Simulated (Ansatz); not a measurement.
# twin(10-13) boundary in hcp Ru: structure and resistance, part 2 of 2

Wanted: what the twin(10-13) boundary in hcp Ru costs an interconnect.

Ansatz 0.2.0; Ansatz plane-wave DFT, PBE, PAW files; relaxation of a bicrystal slab with its lowest layers held; PAW set soft_1 (the session's first sound run).

So far: The starting structure; Relaxing the bicrystal.

## Step 2: Relaxing the bicrystal (continued)

Relaxation path:

| step | energy less that of the first step (eV) | largest force component (eV/Å) |
| --- | --- | --- |
| 1 | 0.0000 | 1.1608 |
| 2 | -0.3572 | 0.8832 |
| 3 | -0.3830 | 1.5067 |
| 4 | -0.5153 | 0.2994 |
| 5 | -0.5185 | 0.1855 |
| 6 | -0.5209 | 0.0327 |
| 7 | -0.5213 | 0.0064 |

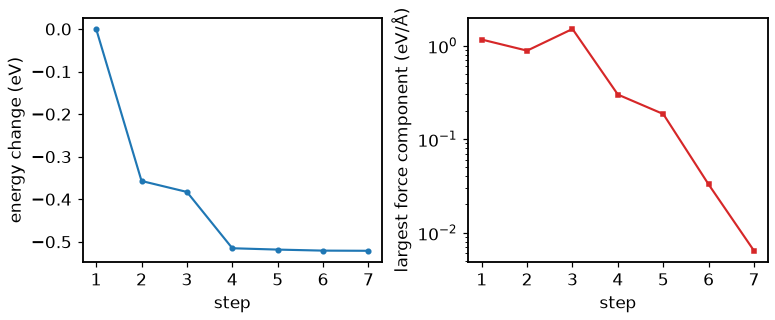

Energy and largest force along the relaxation.

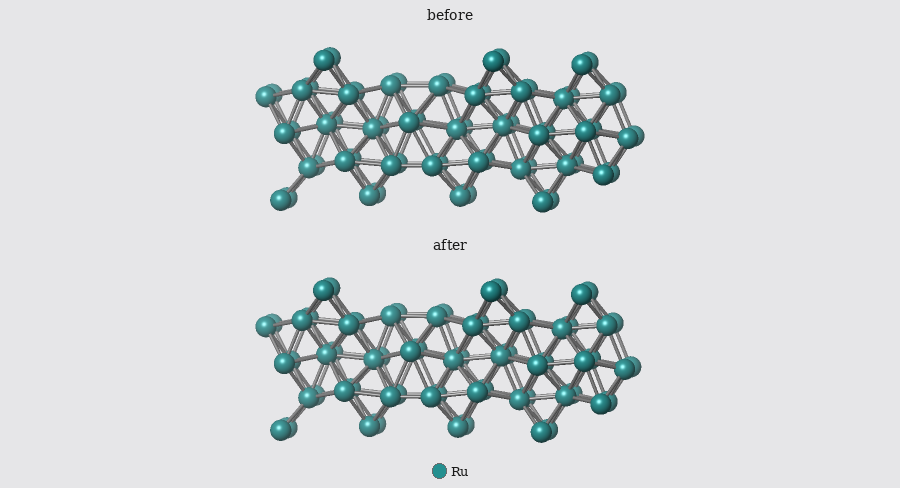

The structure before and after the relaxation, drawn at the same scale.

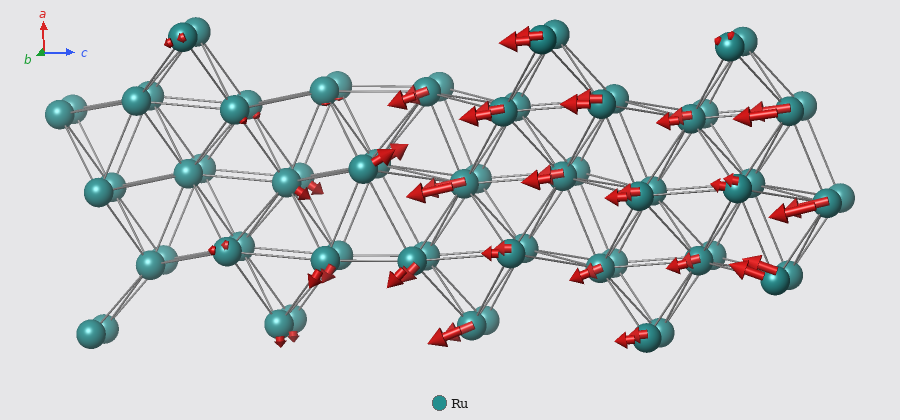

Displacements in the relaxation, exaggerated; the longest in the cell stands for 0.19 Å. 1×2×1 cells are drawn.

The atoms that moved most (Å):

| atom | dx | dy | dz | length |
| --- | --- | --- | --- | --- |
| Ru33 | -0.043 | 0.016 | -0.183 | 0.188 |
| Ru17 | -0.041 | 0.012 | -0.182 | 0.186 |
| Ru32 | -0.024 | 0.012 | -0.175 | 0.177 |
| Ru31 | 0.048 | 0.000 | -0.136 | 0.145 |
| Ru18 | -0.052 | 0.016 | -0.129 | 0.140 |
| Ru19 | -0.021 | 0.010 | -0.125 | 0.127 |
| Ru21 | -0.009 | 0.008 | -0.122 | 0.122 |
| Ru22 | -0.017 | 0.010 | -0.115 | 0.117 |

Final coordinates:

```cif
data_structure
_symmetry_space_group_name_H-M 'P 1'
_symmetry_Int_Tables_number 1
_cell_length_a 8.3417
_cell_length_b 2.7058
_cell_length_c 31.6163
_cell_angle_alpha 90.000
_cell_angle_beta 90.000
_cell_angle_gamma 80.666
_cell_volume 704.16
loop_
_atom_site_label
_atom_site_type_symbol
_atom_site_fract_x
_atom_site_fract_y
_atom_site_fract_z
_atom_site_occupancy
Ru1 Ru 0.70879 0.10394 0.15815 1
Ru2 Ru 0.00618 0.95525 0.19028 1
Ru3 Ru 0.46565 0.72551 0.19670 1
Ru4 Ru 0.76305 0.57681 0.22883 1
Ru5 Ru 0.22252 0.34707 0.23526 1
Ru6 Ru 0.51991 0.19838 0.26739 1
Ru7 Ru 0.97783 0.96940 0.27285 1
Ru8 Ru 0.27707 0.81982 0.30504 1
Ru9 Ru 0.73413 0.59113 0.31283 1
Ru10 Ru 0.02821 0.44421 0.34461 1
Ru11 Ru 0.48855 0.21395 0.35268 1
Ru12 Ru 0.78903 0.06412 0.38310 1
Ru13 Ru 0.24165 0.83691 0.38820 1
Ru14 Ru 0.55387 0.68260 0.42435 1
Ru15 Ru 0.24142 0.83983 0.46114 1
Ru16 Ru 0.78578 0.06722 0.46623 1
Ru17 Ru 0.48803 0.21628 0.49604 1
Ru18 Ru 0.02711 0.44745 0.50412 1
Ru19 Ru 0.73360 0.59383 0.53637 1
Ru20 Ru 0.27678 0.82240 0.54465 1
Ru21 Ru 0.97815 0.97182 0.57505 1
Ru22 Ru 0.51769 0.20220 0.58167 1
Ru23 Ru 0.21880 0.35131 0.61501 1
Ru24 Ru 0.76291 0.57957 0.62023 1
Ru25 Ru 0.46502 0.72868 0.65323 1
Ru26 Ru 0.00513 0.95837 0.65994 1
Ru27 Ru 0.70748 0.10731 0.69170 1
Ru28 Ru 0.24686 0.33775 0.69841 1
Ru29 Ru 0.95315 0.48456 0.73252 1
Ru30 Ru 0.49369 0.71452 0.73767 1
Ru31 Ru 0.20085 0.86065 0.76736 1
Ru32 Ru 0.73249 0.09486 0.77257 1
Ru33 Ru 0.43268 0.24537 0.80445 1
```

This step gave:

```
free energy             : -193986.9891 eV
energy at zero smearing : -193986.4287 eV
Fermi energy            : 13.20 eV
```

The largest force component on a free atom ends at 0.0064 eV/Å, under the tolerance of 0.03, after 7 steps.

## Step 3: Transmission across the boundary

This step: Ansatz plane-wave DFT, PBE, PAW files; ballistic transport by layer matching (Landauer), zero bias; boundary relaxed in a short slab, bulk layers laid on; PAW set soft_1 (Ansatz 0.2.0).

System of this step: twin(10-13) boundary in hcp Ru. The cell holds 73 atoms: 73 Ru. Its edges and angles: a = 8.342 Å, b = 2.706 Å, c = 52.894 Å, α = 90.0°, β = 90.0°, γ = 80.7°. It derives from Ru. Regions: lower grain, 28 atoms (28 Ru); boundary, 21 atoms (21 Ru); upper grain, 24 atoms (24 Ru). Vacuum lies along c.

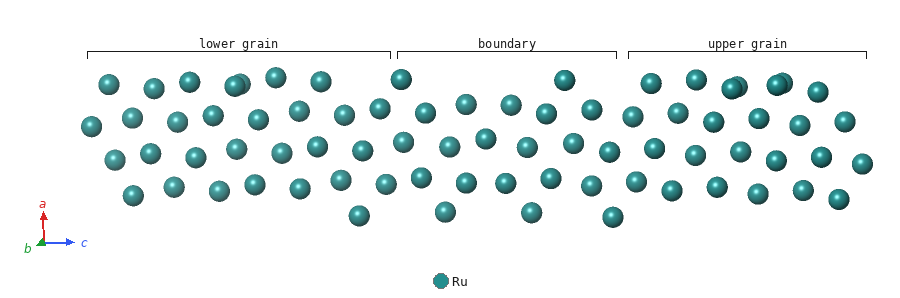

The cell of this step (ruthenium teal). Some periodic images of atoms are drawn too.

input.yaml

```yaml
crystal:
  lattice:
    - [8.3417110409, 0.0, 0.0]
    - [0.4388400416, 2.669976228, 0.0]
    - [0.0, 0.0, 52.8943549207]
  atoms:
    - { symbol: Ru, position: [4.6263567791, -10.3548450563, 0.0756224366] }
    - { symbol: Ru, position: [4.9237476689, -10.5035405011, 0.0948270438] }
    - { symbol: Ru, position: [4.3832258469, -9.7332795902, 0.0986679653] }
    - { symbol: Ru, position: [4.6806167368, -9.881975035, 0.1178725725] }
    - { symbol: Ru, position: [4.1400949148, -9.1117141241, 0.1217134939] }
    - { symbol: Ru, position: [4.4374858046, -9.2604095689, 0.1409181012] }
    - { symbol: Ru, position: [3.8969639826, -8.490148658, 0.1447590226] }
    - { symbol: Ru, position: [4.1943548724, -8.6388441028, 0.1639636299] }
    - { symbol: Ru, position: [3.6538330504, -7.8685831919, 0.1678045513] }
    - { symbol: Ru, position: [3.9512239403, -8.0172786368, 0.1870091586] }
    - { symbol: Ru, position: [3.4107021182, -7.2470177258, 0.19085008] }
    - { symbol: Ru, position: [3.7080930081, -7.3957131707, 0.2100546873] }
    - { symbol: Ru, position: [3.1675711861, -6.6254522598, 0.2138956087] }
    - { symbol: Ru, position: [3.4649620759, -6.7741477046, 0.2331002159] }
    - { symbol: Ru, position: [2.9244402539, -6.0038867937, 0.2369411374] }
    - { symbol: Ru, position: [3.2218311437, -6.1525822385, 0.2561457446] }
    - { symbol: Ru, position: [2.6813093217, -5.3823213276, 0.2599866661] }
    - { symbol: Ru, position: [2.9787002116, -5.5310167724, 0.2791912733] }
    - { symbol: Ru, position: [2.4381783895, -4.7607558615, 0.2830321948] }
    - { symbol: Ru, position: [2.7355692794, -4.9094513063, 0.302236802] }
    - { symbol: Ru, position: [2.1950474574, -4.1391903954, 0.3060777235] }
    - { symbol: Ru, position: [2.4924383472, -4.2878858402, 0.3252823307] }
    - { symbol: Ru, position: [1.9519165252, -3.5176249293, 0.3291232521] }
    - { symbol: Ru, position: [2.249307415, -3.6663203741, 0.3483278594] }
    - { symbol: Ru, position: [1.708785593, -2.8960594632, 0.3521687808] }
    - { symbol: Ru, position: [2.0061764829, -3.0447549081, 0.3713733881] }
    - { symbol: Ru, position: [1.4656546609, -2.2744939971, 0.3752143095] }
    - { symbol: Ru, position: [1.7630455507, -2.423189442, 0.3944189168] }
    - { symbol: Ru, position: [0.2225237287, 0.347071469, 0.3982598382] }
    - { symbol: Ru, position: [0.5199146185, 0.1983760241, 0.4174644455] }
    - { symbol: Ru, position: [0.9778262673, 0.9693968532, 0.4207327653] }
    - { symbol: Ru, position: [0.2770699078, 0.8198207446, 0.4399683672] }
    - { symbol: Ru, position: [0.7341320664, 0.5911342582, 0.4446271901] }
    - { symbol: Ru, position: [0.0282107902, 0.4442069292, 0.4636201651] }
    - { symbol: Ru, position: [0.4885500264, 0.2139461336, 0.4684446117] }
    - { symbol: Ru, position: [0.7890293241, 0.0641228586, 0.486630978] }
    - { symbol: Ru, position: [0.2416474954, 0.8369099439, 0.4896793056] }
    - { symbol: Ru, position: [0.5538723118, 0.6825996367, 0.5112856122] }
    - { symbol: Ru, position: [0.2414163685, 0.8398326664, 0.5332734654] }
    - { symbol: Ru, position: [0.7857813948, 0.0672156943, 0.536315367] }
    - { symbol: Ru, position: [0.4880310488, 0.2162846544, 0.5541360508] }
    - { symbol: Ru, position: [0.0271050656, 0.4474548012, 0.5589635678] }
    - { symbol: Ru, position: [0.733602977, 0.5938342709, 0.5782434406] }
    - { symbol: Ru, position: [0.2767815296, 0.822399599, 0.5831892872] }
    - { symbol: Ru, position: [0.9781535131, 0.9718182117, 0.6013621186] }
    - { symbol: Ru, position: [0.5176871706, 0.202197308, 0.60532265] }
    - { symbol: Ru, position: [0.2187952922, 0.3513068446, 0.6252471152] }
    - { symbol: Ru, position: [0.7629106846, 0.5795682736, 0.6283660615] }
    - { symbol: Ru, position: [0.4650192357, 0.7286751992, 0.6480917696] }
    - { symbol: Ru, position: [2.0057913373, -3.0417914521, 0.6516721406] }
    - { symbol: Ru, position: [1.7084004474, -2.8930960073, 0.6708767479] }
    - { symbol: Ru, position: [2.2489222694, -3.6633569182, 0.6747176693] }
    - { symbol: Ru, position: [1.9515313796, -3.5146614734, 0.6939222765] }
    - { symbol: Ru, position: [2.4920532016, -4.2849223843, 0.697763198] }
    - { symbol: Ru, position: [2.1946623118, -4.1362269394, 0.7169678052] }
    - { symbol: Ru, position: [2.7351841338, -4.9064878504, 0.7208087267] }
    - { symbol: Ru, position: [2.4377932439, -4.7577924055, 0.7400133339] }
    - { symbol: Ru, position: [2.978315066, -5.5280533164, 0.7438542554] }
    - { symbol: Ru, position: [2.6809241761, -5.3793578716, 0.7630588626] }
    - { symbol: Ru, position: [3.2214459981, -6.1496187825, 0.7668997841] }
    - { symbol: Ru, position: [2.9240551083, -6.0009233377, 0.7861043913] }
    - { symbol: Ru, position: [3.4645769303, -6.7711842486, 0.7899453127] }
    - { symbol: Ru, position: [3.1671860405, -6.6224888038, 0.80914992] }
    - { symbol: Ru, position: [3.7077078625, -7.3927497147, 0.8129908414] }
    - { symbol: Ru, position: [3.4103169726, -7.2440542699, 0.8321954487] }
    - { symbol: Ru, position: [3.9508387947, -8.0143151808, 0.8360363701] }
    - { symbol: Ru, position: [3.6534479048, -7.865619736, 0.8552409774] }
    - { symbol: Ru, position: [4.1939697268, -8.6358806469, 0.8590818988] }
    - { symbol: Ru, position: [3.896578837, -8.4871852021, 0.8782865061] }
    - { symbol: Ru, position: [4.437100659, -9.257446113, 0.8821274275] }
    - { symbol: Ru, position: [4.1397097692, -9.1087506681, 0.9013320347] }
    - { symbol: Ru, position: [4.6802315912, -9.8790115791, 0.9051729562] }
    - { symbol: Ru, position: [4.3828407013, -9.7303161342, 0.9243775634] }
kpoints:
  mp_grid: { grid: [3, 9, 1] }
hamiltonian:
  xc: pbe
  pseudopotentials: { kind: paw, azcp: { folder: soft_1 } }
scf:
  occupations: { method: fermi_dirac, width: 0.1 }
output:
  transmission:
    leads: [[16, 18], [57, 59]]
    kmesh: [8, 24]
    e_range: [-0.1, 0.1]
    de: 0.05
  write_potential: true
  write_density: true
  volumetric_format: npy
  elf: true
```

Run with:

```console
$ ansatz run input.yaml --threads 4 --pin off --max-ram 15360MiB --backend cpu --events-out ev --progress --plain --runs-dir out
```

Numbers of over 12 decimals in the logs are rounded to 6 here.

Log:

```text
[...]
Crystal: 73 atoms, lattice volume = 1178.072 Å³
Basis set: ecut = 420 eV, 23167 PW (Γ)
Bands: 701, of which v1, the nominal top of the filled ones, is band 584 counted from 1 (583 counted from 0)
Symmetry: 1 space group operations
[...]
k-points: 14 of 27 (time reversal used)
[...]
SCF iter   1: F=—  HF=-429183.092418 eV  |F-HF|=—  |Δ(HF+E_count)|=         —  Δρ=1.10e-1  dr2=4.78e2  ethr=3.10e-3  ⟨swp⟩=6.7  Hψ=34706  notcnv=0
[...]
SCF iter  13: F=-429136.615821 eV  HF=-429136.615821 eV  |F-HF|=1.16e-8  |Δ(HF+E_count)|=   2.79e-8  Δρ=8.40e-7  dr2=1.68e-8  ethr=8.56e-12  ⟨swp⟩=2.4  Hψ=17261  notcnv=0
SCF 1 converged in 13 iterations: F = -429136.615821 eV  dr2 = 1.68e-8
[...]
transmission: 745 of 7448 steps passed
transmission: 1490 of 7448 steps passed
[...]
transmission: 7448 of 7448 steps passed
WARN: The output density's exchange-correlation potential varies sharply where the density is thin. Do not read a vacuum level from v_tot or v_xc, or from such a field of the output density. On a cell that repeats whose density bears no net charge and no dipole along the vacuum's axis use v_es (v_loc + v_h of the components); under efield.dipole_correction with no amplitude use v_es + v_field, which holds any externa [...]
SCF converged after 13 iterations
Free energy (F): -429136.615821 eV
[...]
Internal energy: -429134.418450 eV  (E = F + TS)
E sigma→0 (E₀):  -429135.517136 eV
Entropy (-TS):   -2.197371 eV (-30.101 meV/atom)
Fermi energy:    18.918653 eV
[...]
--- Band table (eV; the first three rows and the last of 14) ---
  k-point 0: bands = [... 580 lower, 18.6557, 18.6943, 18.6948, 18.7517, 18.7722, 18.7830, 18.8099, 18.8298, ... 113 higher]
  k-point 1: bands = [... 580 lower, 18.4877, 18.5075, 18.5579, 18.5946, 18.6195, 18.6501, 18.6882, 18.7087, ... 113 higher]
  k-point 2: bands = [... 580 lower, 18.3739, 18.3893, 18.4289, 18.4612, 18.4920, 18.5052, 18.5507, 18.6008, ... 113 higher]
  k-point 13: bands = [... 580 lower, 18.2215, 18.2461, 18.2699, 18.2919, 18.3081, 18.3379, 18.3622, 18.3884, ... 113 higher]
--- Transmission ---
  basis      : 195 plane waves across, 76 finite elements along
  points     : 98, standing for a mesh of 8 x 24
  energies   : 5 from -0.100000 to 0.100000 eV about the Fermi level, 0.050000 eV apart; the leads are filled to 0.000000 eV, and channels, transmission and decay are at 0.000000 eV
  crystal 0  : Ru4, at the sites [16, 18], period 2.4380 Å, over 18.28 Å; its Hamiltonian steps by up to 7.7 meV
    offset         : up to 0.0000 Å between an atom of the period and one for which it stands
    channels       : 5.093750e0 a spin
    conductance    : none, the energies end too early or step too widely for 300 K: set another output.transmission.e_range or a lower de, or, where they end at an eighth of basis.ecutwfc, a higher one
[...]
channels       : 5.083333e0 a spin
[...]
junction   : crystal 0 to crystal 1, 14.26 to 39.85 Å
    transmission   : 2.498372e0 a spin
[...]
```

Elapsed: 26 min, on 4 threads of Intel Xeon Platinum 8488C (Sapphire Rapids), shared host; peak memory 12 GiB; 1.5 h of CPU time.

This step gave:

```yaml
free_energy: -429136.6158 eV
energy_at_zero_smearing: -429135.5171 eV
fermi_energy: 18.92 eV
cell_area: 22.27 Å²
transmission_per_spin_nearest_the_fermi_level: 2.498
open_channels_per_spin_nearest_the_fermi_level: 5.094
open_channels_per_spin_upper_lead: 5.083
step_of_the_lead_s_potential: 7.7 meV
step_of_the_upper_lead_s_potential: 16.7 meV
```

Per spin. The transmission, zone mean by energy, zero at the Fermi level:

| energy (eV) | transmission, zone mean |
| --- | --- |
| -0.1000 | 2.50 |
| -0.0500 | 2.48 |
| 0.0000 | 2.50 |
| 0.0500 | 2.50 |
| 0.1000 | 2.54 |

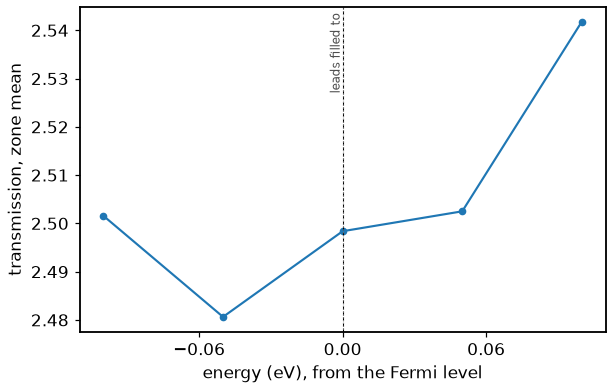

Transmission, zone mean, plotted against energy.

Per spin. Table of open channels, zone mean by energy, zero at the Fermi level:

| energy (eV) | lead | upper lead |
| --- | --- | --- |
| -0.1000 | 5.11 | 5.08 |
| -0.0500 | 5.22 | 5.20 |
| 0.0000 | 5.09 | 5.08 |
| 0.0500 | 4.99 | 4.98 |
| 0.1000 | 4.97 | 4.94 |

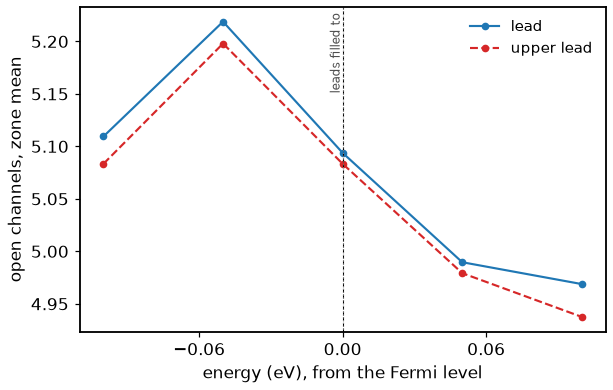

Open channels, zone mean against energy.

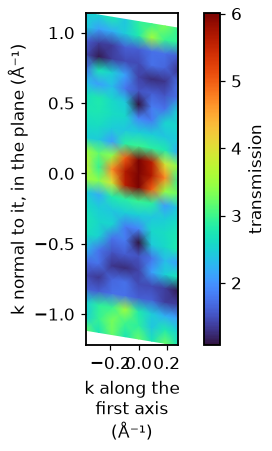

Transmission over k1 and k2. At 0.0000 eV from the Fermi level.

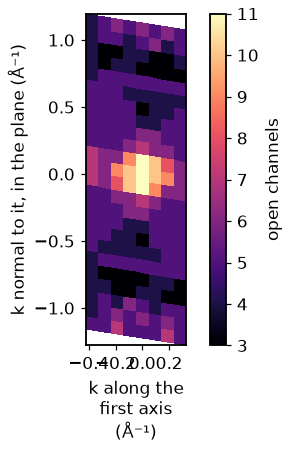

Open channels over k1 and k2. At 0.0000 eV from the Fermi level.

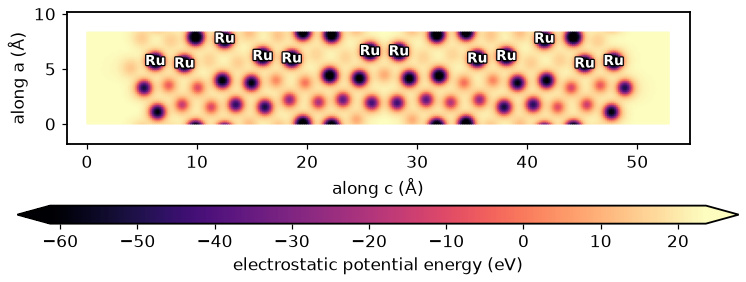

Electrostatic potential energy in the ca plane at fractional y = 0.064, with atoms of Ru within 0.2 Å of it. With pseudopotentials it is smooth inside the atoms' cores, unlike the true potential.

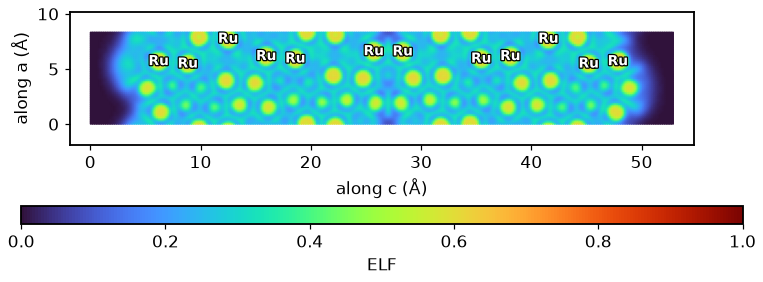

ELF in the ca plane at fractional y = 0.064, with atoms of Ru within 0.2 Å of it. It is the smooth field of the valence electrons, not physical close to the nuclei.

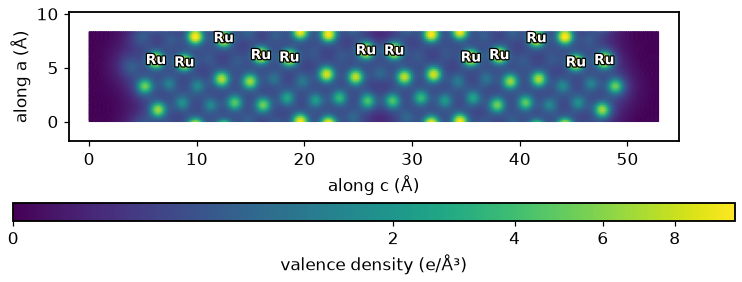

Valence density in the ca plane at fractional y = 0.064, with atoms of Ru within 0.2 Å of it. It is the smooth field of the valence electrons, not physical close to the nuclei. The colour scale is stretched toward low values.

Over the solved energies the transmission per spin lies between 2.48 and 2.54, out of 5.08 channels of the lead on average (up to 5.22).

## Step 4: Specific resistance

This step: Ansatz plane-wave DFT, PBE, PAW files; ballistic transport by layer matching (Landauer), zero bias; specific resistance of the boundary; PAW set soft_1 (Ansatz 0.2.0).

This step gave:

* area resistance: 0.5801 fΩ m²
* T over the leads' mean channel count: 0.4945

Averaged over the energies near the Fermi level, 49.4 % of the channels pass, which makes 0.580 fΩ m².

By hand, with T and the leads' channels N averaged over the energies near the Fermi level: RA = A (h/2e²)(1/T − ½[1/N₁ + 1/N₂]) = 22.27×10⁻²⁰ m² × 12 906 Ω × (1/2.505 − ½[1/5.076 + 1/5.056]) = 0.580 fΩ m².

## Step 5: Results

```yaml
specific_resistance_of_the_boundary: 0.580 fΩ m²
share_of_channels_that_pass: 0.494
```

The boundary has a specific resistance of 0.58 fΩ m². The boundary reflects 51 % of the channels; 0.58 fΩ m² is 5.8×10⁻¹² Ω·cm². One starting structure was relaxed; another shift or atom count at the boundary may lie lower.

[Logs are printed without paths, hosts, clocks, repeated set-up lines and the standing remarks that a program may print on its own settings, such as how far it seeks lower states.]

[Hosts, paths, dates, database ids (printed as entryN), source tags and the programs' standing remarks are cut or masked in the printed files.]
